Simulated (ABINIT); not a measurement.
# AlGa3N4 (P-43m): RPA correlation energy against the basis, part 2 of 2

Wanted: RPA correlation energy of AlGa3N4 (P-43m), with cost.

ABINIT 10.8.3; PBEsol and many-body steps on it, plane waves.

So far. Step 2 (Empty states on the mesh, 2×2×2 mesh, 325 bands): On this mesh the gap is 2.306 eV. Step 3 (RPA energy: 2×2×2 mesh, 74 bands, screening to 43.5 eV): Local fields lower ε∞ by 2 %. On a Γ-centred mesh this coarse the value itself is usually too large, while a short band sum pulls it down.

### Step 5. RPA energy: 2×2×2 mesh, 204 bands, screening to 108.8 eV

Level of this step: RPA screening on PBEsol, plane waves, norm-conserving pseudopotentials (ABINIT).

run.abi

```
acell 3*1.0 Angstrom
rprim 
  4.471685360000 0.000000000000 0.000000000000
  0.000000000000 4.471685360000 0.000000000000
  0.000000000000 0.000000000000 4.471685360000
ntypat 3
znucl 13 31 7
natom 8
typat 1 2 2 2 3 3 3 3
xred 
  0.000000000000 0.000000000000 0.000000000000
  0.500000000000 0.500000000000 0.000000000000
  0.500000000000 0.000000000000 0.500000000000
  0.000000000000 0.500000000000 0.500000000000
  0.755714420000 0.755714420000 0.244285580000
  0.755714420000 0.244285580000 0.755714420000
  0.244285580000 0.755714420000 0.755714420000
  0.244285580000 0.244285580000 0.244285580000
pp_dirpath "pseudos"
pseudos "Al.upf, Ga.upf, N.upf"
ecut 36
ngkpt 2 2 2
nshiftk 1
shiftk 0 0 0
kptopt 1
chksymbreak 0
istwfk *1
occopt 1
irdwfk 1
optdriver 3
nband 204
ecuteps 4
inclvkb 2
awtr 1
symchi 1
gwcalctyp 1
nfreqre 0
nfreqim 8
gwrpacorr 1
indata_prefix "in"
outdata_prefix "out"
tmpdata_prefix "tmp"
```

The run is started by

```console
$ OMP_NUM_THREADS=1 mpirun -n 4 abinit run.abi > log
```

Numbers of over 12 decimals in the logs are rounded to 6 here.

What it wrote:

```text
.Version 10.8.3 of ABINIT. v10.8.2 released Aug 2026.

 Symmetries : space group P-4 3 m (#215); Bravais cP (primitive cubic)
[... echo of the input left out ...]
== DATASET  1 ==================================================================
-   mpi_nproc: 4, omp_nthreads: 1 (-1 if OMP is not activated)

--- !DatasetInfo
iteration_state: {dtset: 1, }
dimensions: {natom: 8, nkpt: 4, mband: 204, nsppol: 1, nspinor: 1, nspden: 1, mpw: 6235, }
cutoff_energies: {ecut:  36.0, pawecutdg:  -1.0, }
[...]
[... chi0 elements left out ...]
  [... further frequencies ...]

 For q-point:  0.000010 0.000020 0.000030
  dielectric constant =   8.0420
  dielectric constant without local fields =   8.5951

  Average fulfillment of the sum rule on Im[epsilon] for q-point    1 :     62.79  [%]
[... wings left out ...]
  q-point number  2        q = ( 0.500000, 0.000000, 0.000000) [r.l.u.]
--------------------------------------------------------------------------------
[... chi0 elements left out ...]
  [... further frequencies ...]

  Average fulfillment of the sum rule on Im[epsilon] for q-point    2 :     68.90  [%]

 [... 2 further q-points ...]
```

Wall time 57 s (4 MPI ranks of Arm Neoverse V1, shared host); peak memory 1.2 GiB; 3.8 min of CPU time.

This step gave:

```
ε∞ with local fields, on this mesh, along the program's q direction : 8.042
the same without local fields                                       : 8.595
plasma frequency                                                    : 30.92 eV
plane waves in the screening matrix                                 : 251
RPA correlation energy                                              : -50.0518 eV
```

### Step 6. RPA energy: 2×2×2 mesh, 297 bands, screening to 144.2 eV

run.abi: that of step 5 with these lines changed.

```diff
@@ -30,4 +30,4 @@
 optdriver 3
-nband 204
-ecuteps 4
+nband 297
+ecuteps 5.3
 inclvkb 2
```

What it wrote:

```text
.Version 10.8.3 of ABINIT. v10.8.2 released Aug 2026.

 Symmetries : space group P-4 3 m (#215); Bravais cP (primitive cubic)
[... echo of the input left out ...]
== DATASET  1 ==================================================================
-   mpi_nproc: 4, omp_nthreads: 1 (-1 if OMP is not activated)

--- !DatasetInfo
iteration_state: {dtset: 1, }
dimensions: {natom: 8, nkpt: 4, mband: 297, nsppol: 1, nspinor: 1, nspden: 1, mpw: 6235, }
cutoff_energies: {ecut:  36.0, pawecutdg:  -1.0, }
[...]
[... chi0 elements left out ...]
  [... further frequencies ...]

 For q-point:  0.000010 0.000020 0.000030
  dielectric constant =   8.0070
  dielectric constant without local fields =   8.6080

  Average fulfillment of the sum rule on Im[epsilon] for q-point    1 :     77.13  [%]
[... wings left out ...]
  q-point number  2        q = ( 0.500000, 0.000000, 0.000000) [r.l.u.]
--------------------------------------------------------------------------------
[... chi0 elements left out ...]
  [... further frequencies ...]

  Average fulfillment of the sum rule on Im[epsilon] for q-point    2 :     83.44  [%]

 [... 2 further q-points ...]
```

The job ended after 2 min (4 MPI ranks; peak memory 1.5 GiB).

Numbers from this step:

```yaml
eps_infinity_with_local_fields_on_this_mesh_along_the_program_s_q_direction: 8.007
the_same_without_local_fields: 8.608
plasma_frequency: 30.92 eV
plane_waves_in_the_screening_matrix: 365
rpa_correlation_energy: -60.4017 eV
```

### Step 7. RPA energy: 2×2×2 mesh, 125 bands, screening to 136.1 eV, 4 frequencies

run.abi: that of step 6 with these lines changed.

```diff
@@ -30,4 +30,4 @@
 optdriver 3
-nband 297
-ecuteps 5.3
+nband 125
+ecuteps 5
 inclvkb 2
@@ -37,3 +37,3 @@
 nfreqre 0
-nfreqim 8
+nfreqim 4
 gwrpacorr 1
```

What it wrote:

```text
.Version 10.8.3 of ABINIT. v10.8.2 released Aug 2026.

 Symmetries : space group P-4 3 m (#215); Bravais cP (primitive cubic)
[... echo of the input left out ...]
== DATASET  1 ==================================================================
-   mpi_nproc: 4, omp_nthreads: 1 (-1 if OMP is not activated)

--- !DatasetInfo
iteration_state: {dtset: 1, }
dimensions: {natom: 8, nkpt: 4, mband: 125, nsppol: 1, nspinor: 1, nspden: 1, mpw: 6235, }
cutoff_energies: {ecut:  36.0, pawecutdg:  -1.0, }
[...]
[... chi0 elements left out ...]
  [... further frequencies ...]

 For q-point:  0.000010 0.000020 0.000030
  dielectric constant =   7.9976
  dielectric constant without local fields =   8.5649

  Average fulfillment of the sum rule on Im[epsilon] for q-point    1 :     44.73  [%]
[... wings left out ...]
  q-point number  2        q = ( 0.500000, 0.000000, 0.000000) [r.l.u.]
--------------------------------------------------------------------------------
[... chi0 elements left out ...]
  [... further frequencies ...]

  Average fulfillment of the sum rule on Im[epsilon] for q-point    2 :     50.94  [%]

 [... 2 further q-points ...]
```

Run time: 32 s. Hardware: 4 MPI ranks; peak memory 1 GiB; 2.1 min of CPU time.

This step gave:

```yaml
eps_infinity_with_local_fields_on_this_mesh_along_the_program_s_q_direction: 7.998
the_same_without_local_fields: 8.565
plasma_frequency: 30.92 eV
plane_waves_in_the_screening_matrix: 341
rpa_correlation_energy: -40.59 eV
```

### Step 8. The rungs together

Times are wall times on 4 MPI ranks of Arm Neoverse V1, shared host, good to a factor of about two.

| bands | cutoff (eV) | plane waves | frequencies | E_c (eV/atom) | time |
| --- | --- | --- | --- | --- | --- |
| 74 | 43.5 | 57 | 8 | -2.602 | 12 s |
| 125 | 70.7 | 123 | 8 | -4.424 | 26 s |
| 204 | 108.8 | 251 | 8 | -6.256 | 57 s |
| 297 | 144.2 | 365 | 8 | -7.550 | 2 min |
| 125 | 136.1 | 341 | 4 | -5.074 | 32 s |

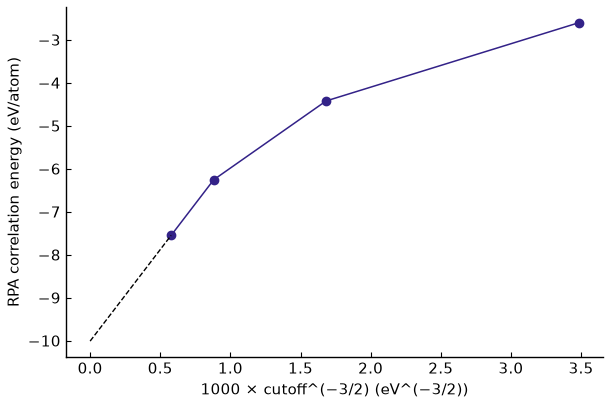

Correlation energy against the cutoff to the power −3/2; dashed, the line to the limit.

### Step 9. Outcome

| Quantity | Value |
| --- | --- |
| 2×2×2 mesh, 74 bands, screening to 43.5 eV | -2.602 eV/atom |
| 2×2×2 mesh, 125 bands, screening to 70.7 eV | -4.424 eV/atom |
| 2×2×2 mesh, 204 bands, screening to 108.8 eV | -6.256 eV/atom |
| 2×2×2 mesh, 297 bands, screening to 144.2 eV | -7.550 eV/atom |
| limit by the two highest rungs | -10.01 eV/atom |

**Reading.** Rows off the diagonal of bands and cutoff are checks and stay out of the ladder. The energy is still falling: −1.294 eV/atom over the last rung. A line in cutoff^(−3/2) puts the limit near -10.01 eV/atom, 33 % beyond the top rung; the pair below gives -8.27, so the estimate is rough. The value holds the valence electrons of these pseudopotentials alone, on one mesh; differences between structures converge far faster than the total.

[Paths, hosts, dates, memory and timing lines, banners, echoed tables and standing remarks are left out of the program output.]

[Logs are printed without paths, hosts, clocks, repeated set-up lines and the standing remarks that a program may print on its own settings, such as how far it seeks lower states.]

[Runs of the session that timed out or met a known fault of the program may be left out.]

[Hosts, paths, dates, database ids (printed as entryN), source tags and the programs' standing remarks are cut or masked in the printed files.]

[G0W0 gaps are taken among the corrected bands and points alone; a level outside them can change the order at an edge.]

[Where Ansatz stands beside ABINIT at settings called matched, ABINIT's density can come from a denser mesh and the files from another edition; pairs whose starting gaps differed by over 0.03 eV were left out, so agreement reads better than it is.]
